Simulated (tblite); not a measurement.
# Molecular dynamics, with input and output: C5H9N (part 2 of 2)

C5H9N, SMILES CCCCC#N; GFN2-xTB Langevin dynamics, gas phase (tblite 0.8.0). 

Geometry of the input (Å):
```
C  -2.1020  -0.2812  -0.0609
C  -0.6640  -0.2623  -0.5635
C  0.2416  0.5508  0.3588
C  1.6897  0.5892  -0.1470
C  2.2777  -0.7258  -0.1460
N  2.7364  -1.7728  -0.1352
H  -2.7328  -0.8565  -0.7337
H  -2.1550  -0.7317  0.9277
H  -2.4990  0.7301  0.0015
H  -0.6372  0.1667  -1.5686
H  -0.2859  -1.2853  -0.6288
H  0.2210  0.1187  1.3620
H  -0.1304  1.5759  0.4266
H  2.2991  1.2350  0.4920
H  1.7232  0.9812  -1.1680
```

### Trajectory as extended XYZ, continued
```
15
Properties=species:S:1:pos:R:3:forces:R:3 step=2925 time_fs=4387.5 energy=-493.84975 temperature=890.6
C    -3.3031    0.2137   -0.0999   -0.9120  -1.0810  -2.2960
C    -4.6098   -0.4404   -0.4497   -0.0140   0.1220  -0.8770
C    -5.8305    0.4442   -0.2704   -1.2280  -2.8090   1.5490
C    -6.1503    1.3544   -1.3972    1.6110   0.6580  -0.9090
C    -5.1170    2.4000   -1.5136    0.7930   1.7160   0.0400
N    -4.2881    3.2210   -1.5630   -2.1650  -2.1440   0.0510
H    -3.1681    1.0448   -0.7177    0.4850   1.3880  -0.6550
H    -3.2752    0.4351    0.8818    0.3740   0.7930   3.1130
H    -2.6603   -0.5605   -0.3870    1.9040  -0.6460   0.0130
H    -4.5898   -1.3967    0.0394   -0.8400  -0.3010   0.9370
H    -4.5523   -0.7590   -1.4951   -0.1770   0.3320  -0.3460
H    -5.9250    0.8907    0.7254    0.6460   0.4030  -0.2390
H    -6.6596   -0.3094   -0.2263    0.0460   0.4060  -0.1910
H    -7.1639    1.6219   -1.2665   -0.8840   1.3850   0.1650
H    -6.1646    0.8038   -2.3343    0.3610  -0.2230  -0.3560
15
Properties=species:S:1:pos:R:3:forces:R:3 step=3150 time_fs=4725.0 energy=-493.87788 temperature=461.3
C    -4.0112    0.6118    0.1735   -4.4360   1.1720  -0.9340
C    -4.7822   -0.4521   -0.6973    1.7300  -0.1540   2.0040
C    -6.2667   -0.2926   -0.6944   -1.6230  -0.3980   1.5630
C    -6.8868    0.1221   -2.0320    2.4370   1.8020  -0.2070
C    -6.2857    1.4869   -2.1516    0.0910   1.6480  -0.6390
N    -5.8929    2.5799   -2.2310   -0.7860  -2.5620   0.2270
H    -4.2076    1.6118   -0.2709    0.7570  -0.5450  -0.1180
H    -4.5426    0.7297    1.1282    0.5340  -0.5510   0.0950
H    -3.0347    0.3512    0.2585    2.5280  -0.3840   0.3110
H    -4.5593   -1.4163   -0.1689    0.1470   0.5050  -0.8920
H    -4.3631   -0.4149   -1.6760    0.3260  -0.2760  -0.7020
H    -6.5189    0.5567    0.0026   -0.0410  -0.9140  -0.2810
H    -6.6382   -1.2628   -0.2163   -0.3900   1.3080  -0.9500
H    -7.9273    0.3139   -2.0683   -1.0880  -0.3550   0.2340
H    -6.5349   -0.4217   -2.9150   -0.1870  -0.2960   0.2900
15
Properties=species:S:1:pos:R:3:forces:R:3 step=3375 time_fs=5062.5 energy=-493.53307 temperature=514.7
C    -4.0292    0.6205   -0.9007    0.9030   1.7800  -0.8210
C    -4.5217   -0.5117   -1.8449    1.5220   0.6550   0.7990
C    -5.9556   -0.9195   -1.7424    0.4740  -1.1610   0.1590
C    -6.8697   -0.0052   -2.5406    0.9180  -0.1720  -1.1800
C    -6.5248    1.3957   -2.6875   -2.2080  -8.3790   0.9860
N    -6.1388    2.4073   -2.8105    2.6310   7.9390  -0.9690
H    -4.8023    1.2458   -0.4540   -0.3120   0.1280  -0.8020
H    -3.3807    0.5120   -0.0131   -0.2070  -1.3930  -0.5850
H    -3.3637    1.2066   -1.6103   -0.9210   0.0750   1.1110
H    -3.8315   -1.2946   -1.5802    0.0000  -0.9250  -0.2950
H    -4.3206   -0.2056   -2.8804    0.0110  -0.0760   0.2560
H    -6.1828   -1.0851   -0.6777   -0.4040   0.3360  -0.3880
H    -6.0566   -1.8941   -2.2758    0.1000   0.2380   0.7270
H    -7.8023   -0.0785   -2.1223   -2.5900   0.0740   1.0670
H    -6.9504   -0.5205   -3.5180    0.0820   0.8790  -0.0640
15
Properties=species:S:1:pos:R:3:forces:R:3 step=3600 time_fs=5400.0 energy=-493.60961 temperature=527.8
C    -4.1351   -0.2668   -0.8944   -0.5530  -2.8060  -2.1240
C    -4.6132    0.1539   -2.2961    0.4920   3.7170  -0.4700
C    -5.6945   -0.7487   -2.8401   -0.0110  -1.5740   0.9120
C    -6.7454   -0.2933   -3.9150    1.6350   0.9780   2.5520
C    -7.4849    0.8328   -3.4094   -0.4430   0.0160  -1.1260
N    -8.2027    1.7212   -3.3847   -0.0950   0.4480   0.7340
H    -4.1122   -1.3931   -1.1675    0.9540   1.2520   1.5920
H    -3.2407    0.1594   -0.4614    0.0960  -0.1620  -0.5820
H    -4.9379   -0.1462   -0.2125   -0.6490   0.1810   0.6950
H    -3.7206    0.2974   -3.0158   -1.3720  -0.2550   0.9960
H    -5.1198    1.1686   -2.1474    0.8250  -0.6790  -0.5170
H    -6.2645   -1.0346   -1.8741    0.3210   0.1380  -1.6320
H    -5.1418   -1.6555   -3.1839   -0.7720   0.2450  -0.0220
H    -7.4061   -1.0908   -3.9882   -1.2990  -1.5190  -0.3530
H    -6.4214    0.0146   -4.8813    0.8710   0.0200  -0.6550
15
Properties=species:S:1:pos:R:3:forces:R:3 step=3825 time_fs=5737.5 energy=-492.94536 temperature=652.8
C    -4.5691    0.1058   -0.3433    0.1190  -1.3780   0.2590
C    -5.2806    0.8712   -1.4605   -1.1480   1.3010   2.2150
C    -5.9197   -0.0871   -2.4169    0.9980  -1.6650  -2.5930
C    -6.4206    0.5621   -3.7691    0.6890  -2.8740  -1.3600
C    -7.2374    1.5839   -3.3283    0.2600   2.8920   0.2960
N    -7.7336    2.4868   -2.8228   -0.4880  -0.2850  -0.1870
H    -3.4419    0.2656   -0.4840   -1.7500  -0.3520   1.1630
H    -5.0966    0.2472    0.6395    1.5010   0.6670  -0.6410
H    -4.8143   -0.9649   -0.4710    0.6840   0.1190  -0.2330
H    -4.4847    1.5698   -1.8179   -1.4010  -0.3400  -0.5010
H    -6.1292    1.3981   -0.8981    1.1550   0.1320  -1.1780
H    -6.8023   -0.6678   -2.1000    0.9130   0.0900   0.7950
H    -5.0097   -0.7358   -2.7416   -1.7530   0.1510   0.5180
H    -7.1091    0.0014   -4.5212    0.8130  -0.2350   1.5420
H    -5.4725    0.5316   -4.3356   -0.5920   1.7760  -0.0940
15
Properties=species:S:1:pos:R:3:forces:R:3 step=4050 time_fs=6075.0 energy=-493.06463 temperature=906.3
C    -4.6917    1.0927   -1.4609    2.7220   1.3970   1.6660
C    -5.3364    1.1563   -2.8452   -0.1820   5.6860   1.0030
C    -5.7305   -0.1529   -3.2383    1.5770  -2.4810  -2.1010
C    -6.5651   -0.2407   -4.6012    1.3000   0.2560   0.7220
C    -7.8470    0.3380   -4.3304    1.3500  -0.9780  -1.1190
N    -8.8675    0.8228   -4.2614   -1.4620   0.7140   0.4600
H    -5.0306    0.3279   -0.7497   -0.4800   0.2590  -0.5970
H    -3.5621    0.9495   -1.4347   -1.0320  -0.3990  -0.8470
H    -4.6656    2.0728   -0.8857   -0.8690  -0.8240  -0.8100
H    -4.6763    1.6862   -3.5966   -0.4200  -0.4900   0.8340
H    -6.2401    1.9066   -2.7026    1.1910  -1.3520  -0.4250
H    -6.1829   -0.4565   -2.2788   -0.4240  -1.3450  -1.2780
H    -4.6447   -0.6141   -3.4297   -2.3730  -0.2550   0.4100
H    -6.5218   -1.2160   -5.0377   -0.9870  -1.5170   0.8310
H    -6.1110    0.1635   -5.5469    0.0900   1.3280   1.2500
15
Properties=species:S:1:pos:R:3:forces:R:3 step=4275 time_fs=6412.5 energy=-493.90637 temperature=558.8
C    -5.8455    1.5022   -1.7031    0.8870  -1.4920  -0.7310
C    -5.8652    1.3776   -3.2516   -3.4500  -1.5120   1.4000
C    -6.3414    0.0025   -3.8357   -0.9050  -0.4320  -0.5530
C    -7.5907    0.2229   -4.7430    0.3590  -0.6230  -0.5740
C    -8.7077    0.6636   -3.9510   -0.5090   0.4080  -0.6350
N    -9.6281    1.1284   -3.4483    0.4000  -0.3500   0.1180
H    -5.6422    2.5242   -1.4292    0.1710   0.0530   0.1210
H    -6.7421    1.1502   -1.2012   -0.2850   0.2120  -0.3960
H    -5.0695    0.8088   -1.4026    0.4540   0.2440   0.6810
H    -4.9760    1.5948   -3.6974    2.1770   1.1370  -0.9160
H    -6.7087    2.0354   -3.4241    0.2720   0.5900  -1.0660
H    -6.7195   -0.6563   -3.0576    0.1980  -0.0040   0.4670
H    -5.7081   -0.6688   -4.4753    0.4150   1.2230   0.8070
H    -7.7943   -0.7186   -5.3048   -0.3130   0.2180   0.7300
H    -7.4227    0.9162   -5.5837    0.1290   0.3290   0.5470
15
Properties=species:S:1:pos:R:3:forces:R:3 step=4500 time_fs=6750.0 energy=-493.69545 temperature=699.2
C    -7.9814    2.5561   -2.2632    1.2650  -0.6870   1.1390
C    -7.0619    1.7553   -3.2216   -0.6460   0.7240   0.7320
C    -7.5078    0.3103   -3.2198    1.0870   0.2940  -0.5810
C    -8.3580    0.0913   -4.4426   -1.3170   1.1250  -1.6260
C    -9.7994    0.2669   -4.1243    2.5220  -1.3220   0.1420
N   -10.7699    0.1234   -3.5451   -1.0790   0.4480  -0.0660
H    -7.8107    3.6197   -2.4330   -0.1910  -0.1470   0.3620
H    -9.0000    2.2733   -2.5025   -0.0910   0.2300   0.1470
H    -7.7594    2.2636   -1.1708   -0.4010   0.6410  -1.5780
H    -6.0020    1.7546   -2.9761   -0.0400   0.7080   0.0560
H    -7.2866    2.2311   -4.1896    0.7550  -0.3660   0.1460
H    -7.9397    0.0082   -2.3061   -1.4510   0.2190   1.0260
H    -6.6807   -0.3998   -3.1878    0.6240   0.1630  -0.8470
H    -8.0597   -0.8762   -4.7368   -0.8200  -1.5660  -0.6700
H    -8.0983    0.7204   -5.3810   -0.2160  -0.4650   1.6180
15
Properties=species:S:1:pos:R:3:forces:R:3 step=4725 time_fs=7087.5 energy=-493.78401 temperature=586.5
C    -7.5127    3.2984   -2.4676   -1.3500   0.5810  -0.1340
C    -7.2620    1.8644   -2.0569    0.2670  -1.0350  -0.3260
C    -8.4621    0.9275   -1.7232    1.3950  -0.8840   0.3730
C    -8.8772   -0.0906   -2.8239   -0.9070   0.0900   3.7320
C    -9.2966    0.5391   -3.9760   -0.5250  -0.1020  -2.8960
N    -9.6148    0.7552   -5.0591   -0.0140   0.5770   0.4560
H    -6.8281    3.8784   -3.0920    0.6750  -0.7390   0.5790
H    -8.4295    3.4388   -3.0406   -0.3670  -0.5770  -0.0860
H    -7.7130    3.8014   -1.5393    0.1580   0.7660   0.3000
H    -6.7520    1.8120   -1.1001    0.7210   0.6860  -0.1100
H    -6.6178    1.3561   -2.7906   -0.2340   0.0450   0.0870
H    -9.3730    1.3685   -1.4181   -0.6920   1.2600   0.1760
H    -8.0950    0.4058   -0.7894   -0.5940  -0.1710  -1.0520
H    -9.7630   -0.5955   -2.3410    0.4290   0.1180  -0.6300
H    -8.1623   -0.8513   -2.9783    1.0370  -0.6140  -0.4680
15
Properties=species:S:1:pos:R:3:forces:R:3 step=4950 time_fs=7425.0 energy=-493.74374 temperature=585.4
C    -6.4956    1.6598   -3.1543   -0.8980   2.8000  -1.7520
C    -7.0196    0.6363   -2.2565   -0.8740  -1.7160  -0.5070
C    -8.6338    0.6696   -2.2309    3.7310  -0.5130   0.6660
C    -9.2144    0.0765   -3.4575   -1.5560   1.5390  -0.9400
C    -9.3121    1.0368   -4.5453    0.2820  -0.7820   1.4860
N    -9.2763    1.9653   -5.1980   -0.2570   0.7410  -1.0900
H    -5.4144    1.6443   -3.2745   -0.2210   0.1110   0.0020
H    -7.0202    1.6123   -4.1309    0.8590  -0.4890   0.1250
H    -6.8682    2.6545   -2.8468    0.7850   0.0000   0.3150
H    -6.6060    0.7635   -1.2880   -0.0130   0.1580   1.1550
H    -6.5047   -0.2515   -2.6791   -1.1370  -0.5250   0.5330
H    -8.7856    1.7323   -2.1796   -0.8630   0.1150   0.7900
H    -8.9131   -0.0368   -1.4485   -0.2190   0.9310   0.5540
H   -10.1868   -0.2636   -3.1662   -1.0170  -0.2130  -0.3050
H    -8.6558   -0.7396   -3.7195    1.3970  -2.1570  -1.0330
15
Properties=species:S:1:pos:R:3:forces:R:3 step=5175 time_fs=7762.5 energy=-494.03548 temperature=686.8
C    -6.9645    1.8649   -3.4277   -1.5420   0.4380  -1.8220
C    -8.0025    0.9041   -2.8935   -0.2590   0.3800   0.3800
C    -9.4920    1.2250   -2.9113   -0.8930   0.5370   0.6580
C   -10.0488    2.1290   -4.0138   -0.1820  -0.6570   0.2190
C    -9.4711    3.4118   -4.1810   -1.3470  -3.7920   0.6870
N    -9.1282    4.4524   -4.3578    1.7160   4.6860  -0.7290
H    -6.0295    1.4479   -3.2329    1.5820  -0.1860   0.8250
H    -6.9761    1.8762   -4.5623   -0.4180   0.3940   1.1250
H    -7.1455    2.8521   -3.0184    0.4580   0.0790  -0.1610
H    -7.8559    0.7561   -1.8423    0.7630  -0.2910   0.6680
H    -7.8382   -0.0202   -3.3902    0.0560  -0.9810  -0.4440
H    -9.8532    1.5774   -1.8848    0.5550  -0.1480  -1.3100
H    -9.9720    0.2759   -3.0976   -0.4360  -0.4000   0.2830
H   -11.1100    2.2785   -3.8543   -0.4280   0.1450   0.3170
H   -10.0043    1.5894   -4.9436    0.3740  -0.2050  -0.6960
15
Properties=species:S:1:pos:R:3:forces:R:3 step=5400 time_fs=8100.0 energy=-493.83261 temperature=596.4
C    -7.9938    2.2036   -2.4954    2.0260  -0.3410  -1.7980
C    -9.2002    1.7296   -3.3015   -0.5380   0.1400  -0.0560
C   -10.4928    2.5537   -3.2152    0.6300  -0.9420  -1.5320
C   -10.3772    3.7222   -4.2105   -0.9450   1.2680   2.0080
C    -9.7457    4.7437   -3.4046    1.6960   2.5080   2.5920
N    -9.1594    5.4460   -2.6659   -1.9410  -2.0600  -2.4730
H    -7.1896    1.4497   -2.5698   -0.2950  -0.2660  -0.3750
H    -7.3966    3.1126   -2.8530   -1.6860  -0.7450   0.5260
H    -8.1661    2.1798   -1.4668   -0.6820   0.7740   1.4840
H    -9.5251    0.7255   -3.0306    0.6450  -0.2450   0.3230
H    -9.0173    1.7219   -4.3697    0.6680  -0.3210  -0.1980
H   -10.6598    2.9416   -2.2467   -0.2330   0.3400   1.0460
H   -11.3299    1.8755   -3.4828    0.3040   0.4980   0.0100
H   -11.3987    3.9810   -4.4608   -0.1530   0.5190  -0.3310
H    -9.7472    3.7517   -5.0543    0.5020  -1.1260  -1.2270
```

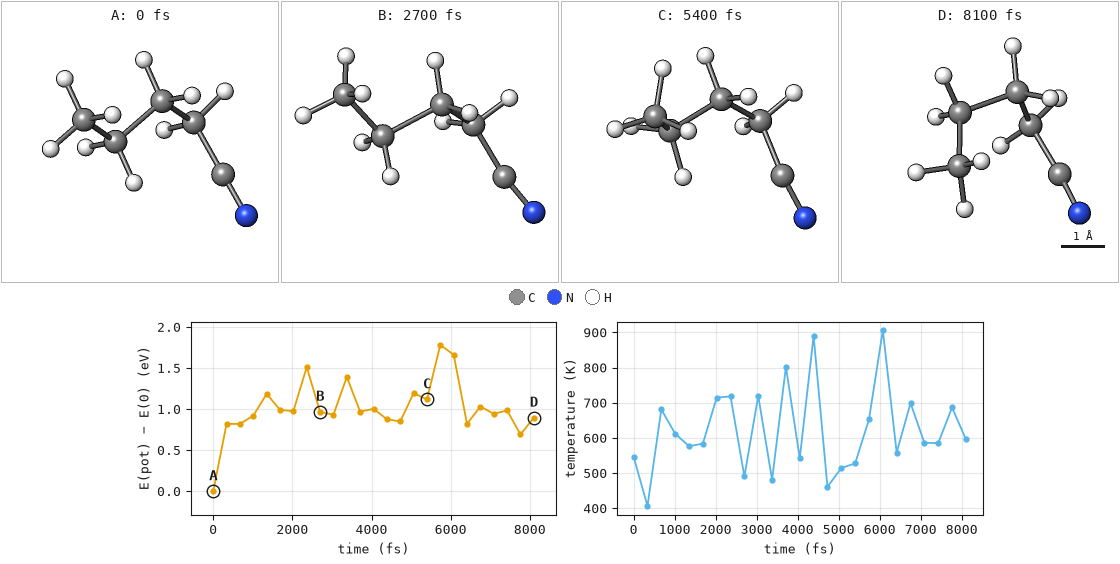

Figure 1. Frames of the molecular dynamics (ball-and-stick, seen at a tilt) above the curves, on which the letters mark them. The trajectory kept here has 25 frames over 8100 fs. The temperature starts at 546 K, ranges from 407 to 906 K and averages 631 K over the second half. The potential energy ends 0.895 eV above its first value. After an unweighted best fit of the last frame on the first, the root-mean-square displacement is 1.25 Å, and H8 has moved furthest (2.05 Å).

### Key numbers

```csv
quantity,value
outcome,finished
mean temperature over the second half,631 K
trajectory,"25 frames kept, 8100 fs"
hardware,"1 CPU thread, shared host"
wall time,26 s
peak memory,0.32 GiB
```
